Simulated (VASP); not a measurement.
Band structure of Mg2Sn (space group Fm-3m). These are LDA (Ceperley-Alder, Perdew-Zunger), VASP's LDA PAW potentials (set 64) (plane waves; VASP) values and carry that method's errors.

Unless said otherwise, spin-orbit coupling is left out, though it shifts the bands of the heavy elements here.

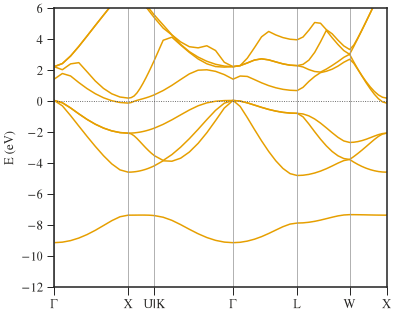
Figure. Bands along high-symmetry lines, zero at the valence-band maximum or, without a gap, the Fermi level

**Question.** Read the plot: is there a gap, and where are the band edges?

**Answer.** It has no gap at this level: it comes out as a metal or semimetal.

The structure is a typed Mg2Sn crystal. The cell was not relaxed at this level. The k-mesh is coarse (spacing up to 0.32 per Å, 2π included), so the numbers may not be converged in it.
